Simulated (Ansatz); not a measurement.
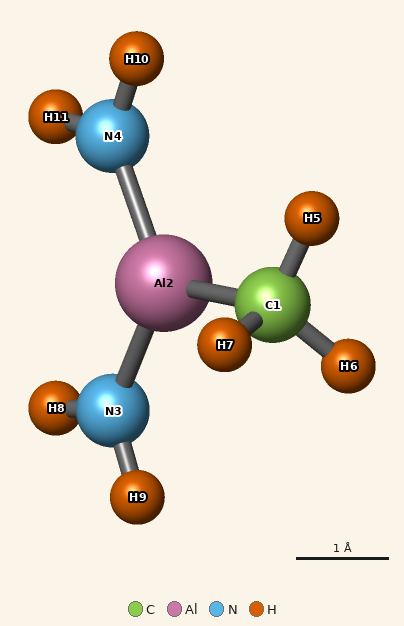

Fig. 1: The structure as given in the input (ball-and-stick view, seen at a tilt; atoms are numbered from 1 in the order of the input). Sticks mark near contacts.

**Two runs on CH7AlN2**

System: CH7AlN2.
Method of run A: RKS SPW92/def2-TZVPP (Ansatz 0.2.0).

The geometry comes from this level: PBE0-D4/def2-TZVP. Text and figures count atoms from 1; the logs count them from 0 in places.

### The input, run A
```yaml
crystal:
  periodic: [false, false, false]
  atoms:
    - {symbol: C, position_ang: [-1.231924, 1.187463, -0.192136]}
    - {symbol: Al, position_ang: [0.166870, -0.152362, 0.024345]}
    - {symbol: N, position_ang: [0.532881, -0.828098, 1.622655]}
    - {symbol: N, position_ang: [1.097314, -0.731944, -1.369626]}
    - {symbol: H, position_ang: [-1.193079, 1.665986, -1.174308]}
    - {symbol: H, position_ang: [-1.154685, 1.975982, 0.562144]}
    - {symbol: H, position_ang: [-2.226515, 0.743068, -0.086356]}
    - {symbol: H, position_ang: [1.225471, -1.529602, 1.825054]}
    - {symbol: H, position_ang: [0.061534, -0.557260, 2.469678]}
    - {symbol: H, position_ang: [0.960754, -0.405341, -2.311737]}
    - {symbol: H, position_ang: [1.826778, -1.424993, -1.349114]}
basis:
  gaussian: {orbitals: def2-TZVPP}
hamiltonian: {xc: lda}
output: {orbitals: {seedname: orbitals}}
```

Hardware: 2 CPU threads, shared host.

### Output (run A)
```
Functional definition: SPW92
  exchange = slater_x
  correlation = pw_c
1172 factors; their error is unknown
mean field evaluation 1: about -10638.4582 eV, gradient 1.2e2 eV
mean field evaluation 2: about -10569.0192 eV, gradient 1.9e2 eV
mean field evaluation 4: about -10667.0132 eV, gradient 2.5e1 eV
mean field evaluation 8: about -10668.4211 eV, gradient 9.3e-2 eV
mean field evaluation 16: about -10668.4042 eV, gradient 3.5e-5 eV
mean field -10668.40419627 eV, -392.0566229089 hartree, gradient 3.5e-5 eV, S^2 0.000000; 0 other end points of the search recorded, 0 dependent functions left out
reference -10668.40423624 eV, -392.0566243775 hartree; 20, 20 occupied and 213, 213 virtual orbitals, 1172 factors
Total energy: -10668.40423624 eV, -392.0566243775 hartree
```

The input of run B differs as follows (lines with − go, lines with + come):
```diff
-hamiltonian: {xc: lda}
+hamiltonian: {xc: {name: B97M-V}}
```

How does run B compare with run A?

The total energies belong to different methods, so their difference says nothing on which is more stable or more accurate. The HOMO goes from −5.51 to −5.67 eV. The LUMO goes from −0.56 to −0.30 eV.

### Output (run B)
```
Functional definition: B97M-V
  parameter cx00 = 1.000
  parameter cx01 = 1.308
  parameter cx02 = 1.901
  parameter cx10 = 0.416
  parameter cx11 = 3.070
  parameter css00 = 1.000
  parameter css02 = -1.855
  parameter css10 = -5.668
  parameter css32 = -20.497
  parameter css42 = -20.364
  parameter cos00 = 1.000
  parameter cos01 = 1.573
  parameter cos03 = -6.298
  parameter cos10 = 2.535
  parameter cos32 = -6.427
  parameter b = 6.0
  parameter c = 0.01
  gx(w, u) = cx00 + cx01*u + cx02*u^2 + (cx10 + cx11*u)*w
  gss(w, u) = css00 + css02*u^2 + css10*w + (css32*w^3 + css42*w^4)*u^2
  gos(w, u) = cos00 + cos01*u + cos03*u^3 + cos10*w + cos32*w^3*u^2
  exchange = spin_sum(e_x_unif_s*gx(b97_w, b97_u_x))
  correlation = spin_sum(e_c_pw_mod_same_spin*gss(b97_w, b97_u_same))
      + integral(e_c_pw_mod_opposite_spin*gos(b97_w_opposite, b97_u_opposite)) + vv10(b, c)
1172 factors; their error is unknown
mean field evaluation 1: about -10708.6235 eV, gradient 1.0e2 eV
mean field evaluation 2: about -10673.4581 eV, gradient 1.5e2 eV
mean field evaluation 4: about -10730.1779 eV, gradient 1.3e1 eV
mean field evaluation 8: about -10730.5760 eV, gradient 2.5e-1 eV
mean field evaluation 16: about -10730.5604 eV, gradient 1.1e-4 eV
mean field -10730.56035901 eV, -394.3408197587 hartree, gradient 6.2e-5 eV, S^2 0.000000; 0 other end points of the search recorded, 0 dependent functions left out
reference -10730.56042384 eV, -394.3408221411 hartree; 20, 20 occupied and 213, 213 virtual orbitals, 1172 factors
Total energy: -10730.56042384 eV, -394.3408221411 hartree
```

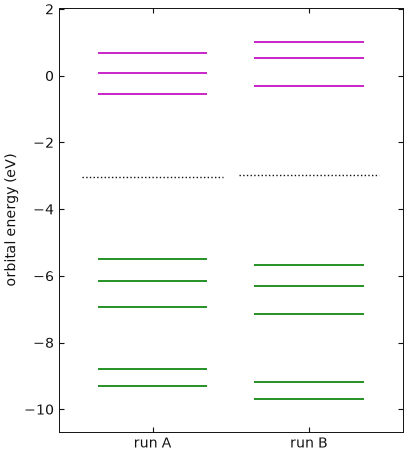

Fig. 2: The five highest filled and three lowest empty orbital energies of the two runs; the dotted lines part filled from empty levels. The HOMO–LUMO gap is 4.95 eV in run A and 5.37 eV in run B.

### The two runs side by side

| quantity | run A | run B |
| --- | --- | --- |
| outcome | converged | converged |
| total energy (hartree) | −392.056624 | −394.340822 |
| HOMO (eV) | −5.51 | −5.67 |
| LUMO (eV) | −0.56 | −0.30 |
| basis functions | 233 | 233 |
| wall time (shared host) | 0.95 s | 5 s |
